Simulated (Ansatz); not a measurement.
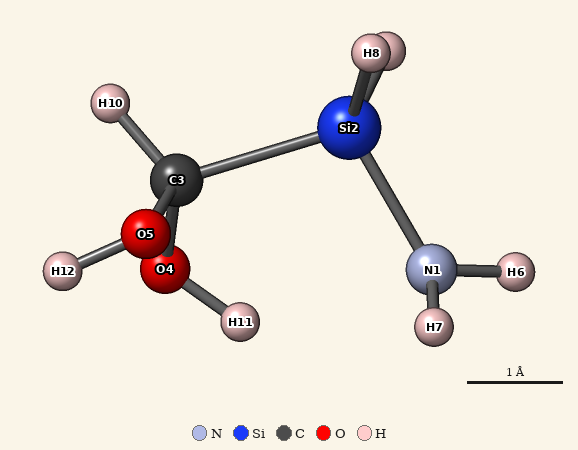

**Figure 1.** The structure (ball-and-stick view, seen on its broad side; atoms are numbered from 1 in the order of the input). Bond lengths as drawn: C–H 1.10 Å, C–O 1.40 to 1.41 Å, C–Si 1.90 Å, H–N 1.01 Å, H–O 0.96 to 0.97 Å, H–Si 1.49 Å and N–Si 1.73 Å.

# Run report: CH7NO2Si, single-point calculation

The run: single-point calculation of CH7NO2Si, SMILES N[SiH2]C(O)O. Method and program: RKS PBE0-D4/def2-TZVPP (Ansatz 0.2.0).

The geometry comes from this level: PBE0-D4/def2-TZVP.

### The program's output
```
Functional definition: PBE0
  name "PBE0"
  cite "Adamo & Barone, J. Chem. Phys. 110, 6158 (1999) doi:10.1063/1.478522"
  cite "Perdew, Burke & Ernzerhof, Phys. Rev. Lett. 77, 3865 (1996) doi:10.1103/PhysRevLett.77.3865"
  parent pbe
  parameter a = 0.25
  parameter kappa = 0.804
  parameter beta = 0.06672455060314922
  exchange = (1 - a)*pbe_x(kappa = kappa, mu = beta*pi^2/3) + a*exact_x
  correlation = pbe_c(beta = beta)
1341 factors; their error is unknown
mean field evaluation 1: about -14595.4591 eV, gradient 7.7e1 eV
mean field evaluation 2: about -14583.8061 eV, gradient 1.1e2 eV
mean field evaluation 4: about -14605.7704 eV, gradient 3.1e0 eV
mean field evaluation 8: about -14605.7899 eV, gradient 2.3e-2 eV
mean field evaluation 16: about -14605.8155 eV, gradient 1.0e-4 eV
mean field -14605.81552525 eV, -536.7538203755 hartree, gradient 2.5e-5 eV, S^2 0.000000; 0 other end points of the search recorded, 0 dependent functions left out
reference -14605.81555730 eV, -536.7538215533 hartree; 25, 25 occupied and 239, 239 virtual orbitals, 1341 factors
Total energy: -14606.01436236 eV, -536.7611275045 hartree
```

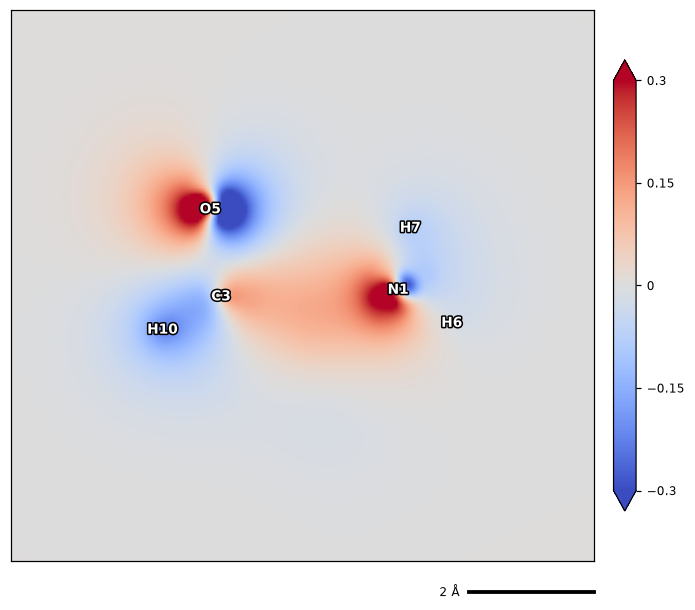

**Figure 2.** One frontier orbital on the plane of atoms H6, N1 and H7 (values in Å⁻³ᐟ²; the overall sign is arbitrary). The HOMO−1, at −8.06 eV.

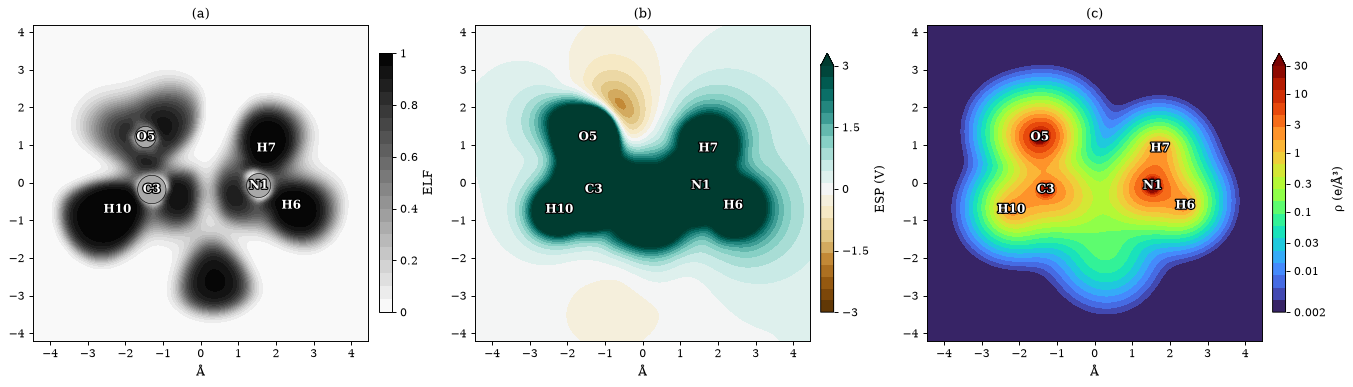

**Figure 3.** (a) electron localisation function; (b) electrostatic potential; (c) total electron density on the plane of atoms H6, N1 and H7. Grey discs, where drawn, cover atomic cores. Atoms in the plane: N, C, O and H.

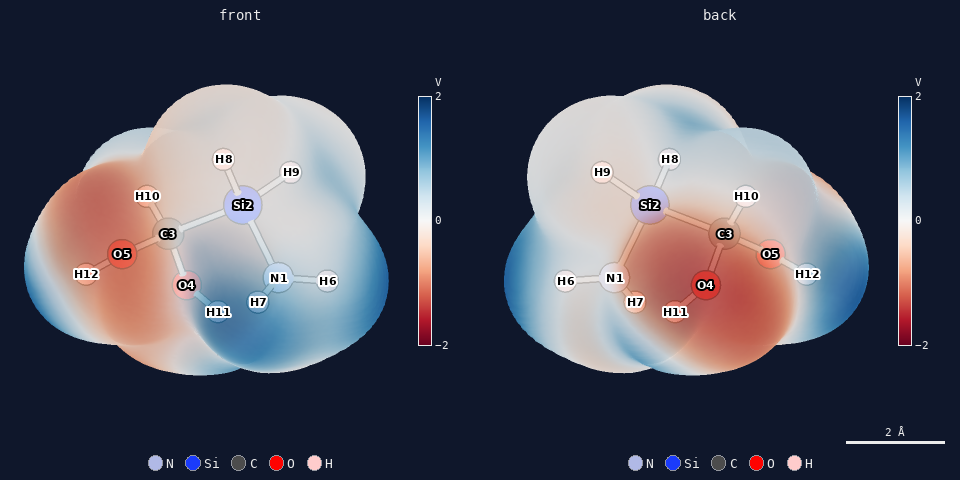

**Figure 4.** The electrostatic potential painted on the density surface at 0.001 e/bohr³, seen at a tilt and from behind; red is negative and blue positive.

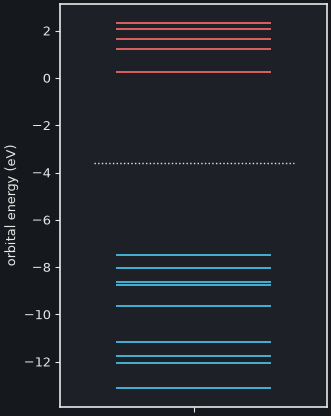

**Figure 5.** Orbital energies near the frontier; the dotted line parts filled from empty levels, and levels within 0.02 eV of each other stand side by side. Highest filled −7.48 eV, lowest empty 0.24 eV, 7.72 eV apart.

The run was set up as follows.

### Input
```yaml
crystal:
  periodic: [false, false, false]
  atoms:
    - {symbol: N, position_ang: [-1.392725, -0.672937, -0.709366]}
    - {symbol: Si, position_ang: [-0.585995, -0.446749, 0.804343]}
    - {symbol: C, position_ang: [1.042954, 0.398268, 0.297352]}
    - {symbol: O, position_ang: [1.580140, -0.272183, -0.811691]}
    - {symbol: O, position_ang: [0.704515, 1.735863, -0.008582]}
    - {symbol: H, position_ang: [-1.942174, -1.504386, -0.855079]}
    - {symbol: H, position_ang: [-1.830876, 0.122683, -1.148295]}
    - {symbol: H, position_ang: [-1.322429, 0.374822, 1.803247]}
    - {symbol: H, position_ang: [-0.323010, -1.800187, 1.356882]}
    - {symbol: H, position_ang: [1.825056, 0.364308, 1.065515]}
    - {symbol: H, position_ang: [0.834136, -0.512713, -1.380905]}
    - {symbol: H, position_ang: [1.487308, 2.158212, -0.379419]}
basis:
  gaussian: {orbitals: def2-TZVPP}
hamiltonian: {xc: pbe0, dispersion: d4}
output: {orbitals: {seedname: orbitals}}
```

Run as:
```bash
ansatz run in.yaml --threads 4 --pin off --events-out ev --progress --plain --max-ram 10444MiB
```

### Summary

- outcome: converged
- total energy: −14606.0144 eV
- mean-field energy: −14605.8156 eV
- dispersion energy: −0.1988 eV
- SCF solution under orbital rotations: stable
- HOMO: −7.48 eV
- LUMO: 0.24 eV
- hardware: 4 threads of Arm Neoverse V2, 23 GiB of memory available, shared host
- wall time: 2.7 s (CPU time 10 s)
- peak memory: 0.64 GiB
